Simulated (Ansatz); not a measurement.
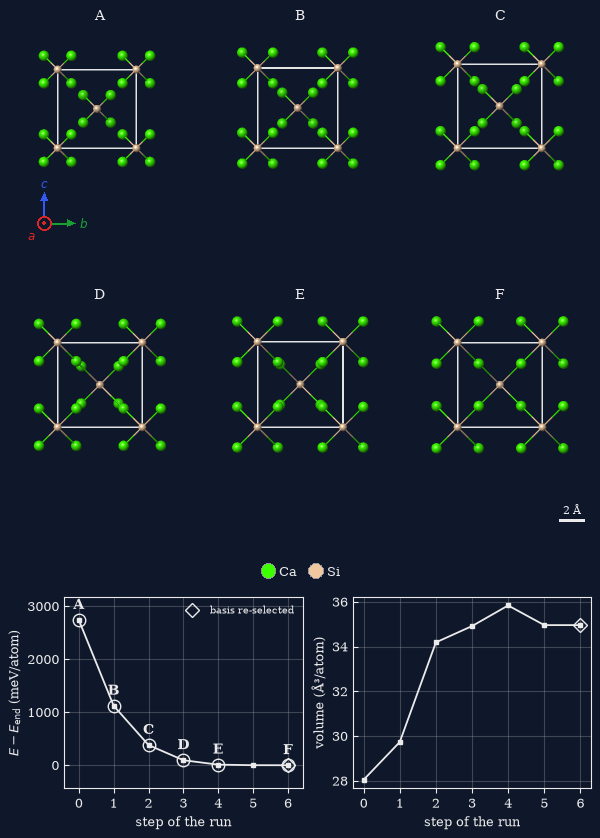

Frames of a relaxation of a crystal of Ca₄Si (a generated structure, set up in I-43m) (coarse preliminary run), marked on the history of the run. Style: ball-and-stick. Shown: the conventional cell (2 times the calculation's cell), along the a axis. Lengths and directions refer to the drawn axes.

Theory: DFT PBE, scalar-relativistic, plane waves, PAW in Ansatz.

The input:
```yaml
crystal:
  lattice:
    - [-3.272988, 3.272988, 3.272988]
    - [3.272988, -3.272988, 3.272988]
    - [3.272988, 3.272988, -3.272988]
  atoms:
    - { symbol: Ca, position: [0.34959999, 0.34959999, 0.34959999] }
    - { symbol: Ca, position: [0.65040001, 0.0, 0.0] }
    - { symbol: Ca, position: [0.0, 0.0, 0.65040001] }
    - { symbol: Ca, position: [0.0, 0.65040001, 0.0] }
    - { symbol: Si, position: [0.0, 0.0, 0.0] }
basis:
  ecutwfc: 420
kpoints:
  mp_grid: { grid: [4, 4, 4] }
hamiltonian:
  xc: pbe
scf:
  occupations: { method: gaussian, width: 0.1 }
  lower_state_search: "off"
output:
  forces: true
  stress: true
  eigenvalues: true
relax:
  adjacent_minimum: "off"
  f_tol: 0.04
  max_steps: 70
  cell: { stress_tol: 0.4 }
```

Launched with:
```bash
ansatz run input.yaml --threads 1 --pin off --max-ram 2048MiB --backend cpu --events-out ev --progress --plain --runs-dir out
```

What happens along the run?

Answer. Over 5 accepted moves (6 points after the start) the energy falls by 2742 meV per atom. Largest force component: 6.8 eV/Å at the start, 0.0067 eV/Å at the end. The pressure goes from 36.95 to 0.26 GPa. At 1 point the geometry stayed and the basis and grid were re-selected for the new cell (energy shift of 0.8 meV per atom at most each time). The largest moves relative to the cell, 0.91 Å, are those of Ca1, Ca2, Ca3 and Ca4. Ca2 goes along [1 −1 −1]. Si stays in place. The volume changes by +24.6 %, with a = b = c 6.546 → 7.045 Å (+7.6 %). Near-neighbour distances that change, for instance: Ca1–Ca2 3.236 → 4.966 Å, Ca1–Si5 1.982 → 3.041 Å, Ca1–Si5 (another image) 3.687 → 3.060 Å. New bonds form: Ca1–Si5 (3.69 → 3.06 Å), Ca2–Si5 (3.69 → 3.06 Å), Ca3–Si5 (3.69 → 3.06 Å), Ca4–Si5 (3.69 → 3.06 Å). The space group stays I-43m (No. 217). From step 0 to 1: Ca atoms move most (0.20 Å), volume +6.0 %, energy −1620 meV per atom. From step 1 to 2: Ca atoms move most (0.13 Å), volume +15.0 %, energy −741 meV per atom. From step 2 to 3: Ca atoms move most (0.22 Å), volume +2.1 %, energy −286 meV per atom. From step 3 to 4: Ca atoms move most (0.22 Å), volume +2.6 %, energy −83.7 meV per atom. From step 4 to 6: Ca atoms move most (0.14 Å), volume −2.5 %, energy −10.9 meV per atom.
